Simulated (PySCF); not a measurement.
```yaml
atoms:
  - { symbol: C, position_ang: [-0.6935, 1.9607, -0.8748] }
  - { symbol: Si, position_ang: [-1.1253, 0.5247, 0.2992] }
  - { symbol: Si, position_ang: [-2.9948, -0.6467, -0.3768] }
  - { symbol: O, position_ang: [0.1446, -0.4971, 0.3299] }
  - { symbol: Si, position_ang: [1.3199, -1.4925, -0.1835] }
  - { symbol: Si, position_ang: [3.2600, -0.2748, -0.4068] }
  - { symbol: H, position_ang: [-1.4442, 2.7442, -0.8253] }
  - { symbol: H, position_ang: [0.2657, 2.4076, -0.6247] }
  - { symbol: H, position_ang: [-0.6375, 1.6270, -1.9086] }
  - { symbol: H, position_ang: [-1.1221, 1.0354, 1.6795] }
  - { symbol: H, position_ang: [-2.6992, -1.8676, -1.1381] }
  - { symbol: H, position_ang: [-3.8654, 0.1570, -1.2465] }
  - { symbol: H, position_ang: [-3.8396, -1.0694, 0.7470] }
  - { symbol: H, position_ang: [1.3329, -2.5485, 0.8361] }
  - { symbol: H, position_ang: [0.8284, -2.0955, -1.4324] }
  - { symbol: H, position_ang: [3.9395, -0.0030, 0.8667] }
  - { symbol: H, position_ang: [3.0863, 1.0378, -1.0453] }
  - { symbol: H, position_ang: [4.2355, -0.9932, -1.2367] }
```

Geometry: GFN2-xTB.

Level of theory: PBE0/pcSseg-1, SCF density, gas phase, non-relativistic in PySCF 2.14.0.

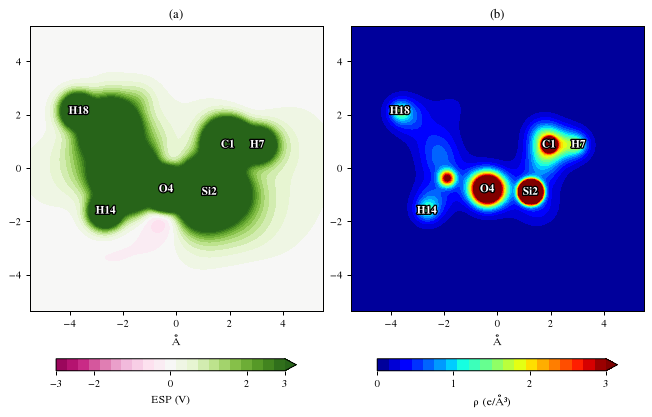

CH12OSi4. (a) molecular electrostatic potential; (b) total electron density on the plane of atoms C1, Si2 and O4.

> Interpret the plot.

The plane passes through C, Si, O and H nuclei.
Si–O (1.63 Å): ρ is about 1.1 e/Å³ halfway.
C–Si (1.90 Å): ρ is about 0.92 e/Å³ halfway.
C–H (1.09 Å): ρ at the midpoint is about 1.9 e/Å³.
Outside the dense part of the molecule the potential is most negative (−0.6 V) near O4.
